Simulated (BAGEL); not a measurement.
**doublet [SiH2Br2]+: levels of theory compared**

We compute a comparison of 3 runs (UHF/STO-3G, ROHF/6-31G*, ROHF/def2-SVP) of doublet [SiH2Br2]+. 

The calculation is run with BAGEL 1.2.2.

4 further runs of the same task are left out: 4 set aside as unsound or not needed. Runs told in other sessions of the task aren't counted.

### 1 The structure to begin with

[SiH2Br2]+ has 5 atoms, charge +1, and is taken as a doublet. SMILES of the parent species: `Br[SiH2]Br`. The coordinates come from a PBE0-D4/def2-TZVP relaxation. That shape belongs to the parent species and isn't relaxed for this state.

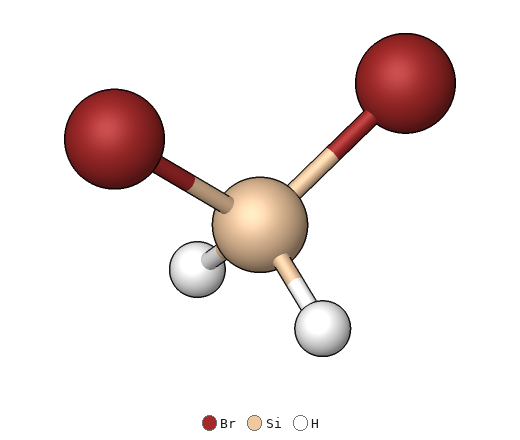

The structure, seen from a chosen angle (bromine red, silicon light orange, hydrogen white).

### 2 The energy at UHF/STO-3G (density fitting with cc-pvqz-jkfit) (run 1)

The input, hf.json:

```json
{ "bagel" : [

{
  "title" : "molecule",
  "basis" : "sto-3g",
  "df_basis" : "cc-pvqz-jkfit",
  "angstrom" : "true",
  "geometry" : [
    { "atom" : "Br", "xyz" : [   -1.672690,   -1.239290,    0.362310 ] },
    { "atom" : "Si", "xyz" : [    0.158230,   -0.046290,    0.054680 ] },
    { "atom" : "Br", "xyz" : [   -0.295570,    1.814160,   -1.042010 ] },
    { "atom" : "H", "xyz" : [    1.103430,   -0.843230,   -0.751710 ] },
    { "atom" : "H", "xyz" : [    0.706590,    0.314640,    1.376730 ] }
  ]
},
{
  "title" : "uhf",
  "charge" : 1,
  "nopen" : 1
},
{
  "title" : "print",
  "file" : "orbitals.molden",
  "orbitals" : "true"
}

]}
```

The run is started by

```console
$ BAGEL_NUM_THREADS=1 BAGEL hf.json > hf.out
```

What it wrote:

```text
* using 1 threads per process

  ===============================================================
  ===============================================================

  *** Geometry ***

  { "atom" : "Br", "xyz" : [     -3.160926,     -2.341919,      0.684667 ] },
  { "atom" : "Si", "xyz" : [      0.299011,     -0.087475,      0.103330 ] },
  { "atom" : "Br", "xyz" : [     -0.558546,      3.428266,     -1.969114 ] },
  { "atom" : "H", "xyz" : [      2.085180,     -1.593474,     -1.420526 ] },
  { "atom" : "H", "xyz" : [      1.335262,      0.594583,      2.601643 ] },

  Number of auxiliary basis functions:      686

  Since a DF basis is specified, we compute 2- and 3-index integrals:
    o Being stored without compression. Storage requirement is 0.012 GB

  Number of basis functions:       47
  Number of electrons      :       86

    * METHOD: MOLECULE                             0.43

  *** Open-shell HF ***

  === Nuclear Repulsion ===
   448.2792628212

      * DIIS with orbital gradients will be used.

  === UHF iteration (sto-3g) ===
      0      -5375.72235148          0.01946545           0.22
      1      -5375.84727786          0.00636432           0.21
      2      -5375.86048248          0.00188179           0.21
      3      -5375.86258382          0.00100019           0.22
      4      -5375.86385609          0.00015398           0.21
      5      -5375.86394559          0.00005421           0.21
      6      -5375.86397645          0.00001983           0.20
      7      -5375.86398269          0.00001953           0.19
      8      -5375.86398439          0.00002125           0.20
      9      -5375.86398819          0.00000697           0.20
     10      -5375.86398862          0.00000059           0.20
     11      -5375.86398865          0.00000020           0.19
     12      -5375.86398867          0.00000009           0.20
     13      -5375.86398867          0.00000005           0.19
     14      -5375.86398867          0.00000004           0.20
     15      -5375.86398867          0.00000003           0.20
     16      -5375.86398867          0.00000001           0.20
     17      -5375.86398867          0.00000001           0.21
    * SCF iteration converged.

    * S^2 (UHF) is 0.7548

    * Permanent dipole moment:
           (   -1.037157,     0.303418,    -0.358429) a.u.

    * METHOD: UHF                                  3.83

    * METHOD: PRINT                                0.01

  ===============================================================
```

It took 4.5 s on 1 thread of Arm Neoverse V1, shared host.

### 3 The energy at ROHF/6-31G(d) (density fitting with cc-pvqz-jkfit, spherical functions) (run 2)

The input, input.json:

```json
{ "bagel": [

{
  "title": "molecule",
  "basis": "6-31gs.json",
  "df_basis": "cc-pvqz-jkfit",
  "angstrom": true,
  "geometry": [
    { "atom": "Br", "xyz": [      -1.672690,      -1.239290,       0.362310 ] },
    { "atom": "Si", "xyz": [       0.158230,      -0.046290,       0.054680 ] },
    { "atom": "Br", "xyz": [      -0.295570,       1.814160,      -1.042010 ] },
    { "atom": "H", "xyz": [       1.103430,      -0.843230,      -0.751710 ] },
    { "atom": "H", "xyz": [       0.706590,       0.314640,       1.376730 ] }
  ]
},

{
  "title": "rohf",
  "charge": 1,
  "nopen": 1
},

{
  "title": "print",
  "file": "orbitals.molden",
  "orbitals": true
}

]}
```

The basis set 6-31G* is read from a file made from the Basis Set Exchange's data (not shown).

The run is started by

```console
$ BAGEL_NUM_THREADS=1 BAGEL input.json > input.out
```

What it wrote:

```text
* using 1 threads per process

  ===============================================================
  ===============================================================

  *** Geometry ***

  { "atom" : "Br", "xyz" : [     -3.160926,     -2.341919,      0.684667 ] },
  { "atom" : "Si", "xyz" : [      0.299011,     -0.087475,      0.103330 ] },
  { "atom" : "Br", "xyz" : [     -0.558546,      3.428266,     -1.969114 ] },
  { "atom" : "H", "xyz" : [      2.085180,     -1.593474,     -1.420526 ] },
  { "atom" : "H", "xyz" : [      1.335262,      0.594583,      2.601643 ] },

  Number of auxiliary basis functions:      686

  Since a DF basis is specified, we compute 2- and 3-index integrals:
    o Being stored without compression. Storage requirement is 0.041 GB

  Number of basis functions:       86
  Number of electrons      :       86

    * METHOD: MOLECULE                             0.61

  *** Open-shell HF ***

  === Nuclear Repulsion ===
   448.2792628212

      * DIIS with orbital gradients will be used.

  === ROHF iteration (6-31gs.json) ===
      0      -5433.83146960          0.02068263           0.42
      1      -5433.92160116          0.01192838           0.41
      2      -5433.94708550          0.00717307           0.42
      3      -5433.95822840          0.00137152           0.44
      4      -5433.96053323          0.00093291           0.43
      5      -5433.96205951          0.00047890           0.43
      6      -5433.96256031          0.00008850           0.44
      7      -5433.96263264          0.00002995           0.41
      8      -5433.96262917          0.00002199           0.41
      9      -5433.96263255          0.00002728           0.39
     10      -5433.96263069          0.00000806           0.41
     11      -5433.96263020          0.00000444           0.41
     12      -5433.96263034          0.00000209           0.41
     13      -5433.96263035          0.00000060           0.41
     14      -5433.96263038          0.00000015           0.41
     15      -5433.96263038          0.00000007           0.41
     16      -5433.96263037          0.00000005           0.41
     17      -5433.96263037          0.00000002           0.41
     18      -5433.96263037          0.00000001           0.43
    * SCF iteration converged.

    * S^2 (ROHF) is 0.7500

    * Permanent dipole moment:
           (   -0.860465,     0.251777,    -0.297393) a.u.

    * METHOD: ROHF                                 8.27

    * METHOD: PRINT                                0.02

  ===============================================================
```

Wall time 9.3 s (1 thread of Arm Neoverse V1, shared host); peak memory 0.19 GiB.

### 4 A single-point energy at ROHF/def2-SVP (density fitting with cc-pvqz-jkfit) (run 3)

Changes to input.json since step 3:

```diff
@@ -4,5 +4,5 @@
   "title": "molecule",
-  "basis": "6-31gs.json",
+  "basis": "svp",
   "df_basis": "cc-pvqz-jkfit",
-  "angstrom": true,
+  "angstrom": "true",
   "geometry": [
@@ -25,3 +25,3 @@
   "file": "orbitals.molden",
-  "orbitals": true
+  "orbitals": "true"
 }
```

The run is started by

```console
$ BAGEL_NUM_THREADS=1 BAGEL input.json > input.out
```

What it wrote:

```text
* using 1 threads per process

  ===============================================================
  ===============================================================

  *** Geometry ***

  { "atom" : "Br", "xyz" : [     -3.160926,     -2.341919,      0.684667 ] },
  { "atom" : "Si", "xyz" : [      0.299011,     -0.087475,      0.103330 ] },
  { "atom" : "Br", "xyz" : [     -0.558546,      3.428266,     -1.969114 ] },
  { "atom" : "H", "xyz" : [      2.085180,     -1.593474,     -1.420526 ] },
  { "atom" : "H", "xyz" : [      1.335262,      0.594583,      2.601643 ] },

  Number of auxiliary basis functions:      686

  Since a DF basis is specified, we compute 2- and 3-index integrals:
    o Being stored without compression. Storage requirement is 0.046 GB

  Number of basis functions:       92
  Number of electrons      :       86

    * METHOD: MOLECULE                             0.53

  *** Open-shell HF ***

  === Nuclear Repulsion ===
   448.2792628212

      * DIIS with orbital gradients will be used.

  === ROHF iteration (svp) ===
      0      -5433.79170337          0.01888106           0.46
      1      -5433.86056941          0.01014190           0.43
      2      -5433.87805207          0.00595224           0.45
      3      -5433.88592539          0.00109808           0.47
      4      -5433.88735750          0.00072801           0.47
      5      -5433.88828943          0.00039559           0.46
      6      -5433.88865718          0.00006650           0.46
      7      -5433.88871723          0.00002372           0.46
      8      -5433.88871448          0.00001973           0.44
      9      -5433.88871706          0.00002336           0.46
     10      -5433.88871556          0.00000528           0.47
     11      -5433.88871523          0.00000429           0.48
     12      -5433.88871537          0.00000119           0.46
     13      -5433.88871537          0.00000036           0.46
     14      -5433.88871538          0.00000014           0.45
     15      -5433.88871538          0.00000009           0.46
     16      -5433.88871538          0.00000007           0.44
     17      -5433.88871538          0.00000002           0.46
     18      -5433.88871538          0.00000001           0.45
     19      -5433.88871538          0.00000001           0.47
    * SCF iteration converged.

    * S^2 (ROHF) is 0.7500

    * Permanent dipole moment:
           (   -0.858882,     0.251298,    -0.296837) a.u.

    * METHOD: ROHF                                 9.53

    * METHOD: PRINT                                0.02

  ===============================================================
```

It took 10 s on 1 thread of Arm Neoverse V1, shared host; peak memory 0.2 GiB.

### 5 Overview of the runs

```csv
run,level,energy (Eh),⟨S²⟩,wall time
1,UHF/STO-3G (density fitting with cc-pvqz-jkfit),-5375.863989,0.755,4.5 s
2,"ROHF/6-31G* (density fitting with cc-pvqz-jkfit, spherical functions)",-5433.962630,0.750,9.3 s
3,ROHF/def2-SVP (density fitting with cc-pvqz-jkfit),-5433.888715,0.750,10 s
```

### 6 What came out

```
           quantity           value
run 3: total energy  -5433.88872 Eh
        run 3: ⟨S²⟩           0.750
```

**Reading.** In run 1 the basis is minimal, so the values are rough. All runs together took 24 s, the longest 10 s.
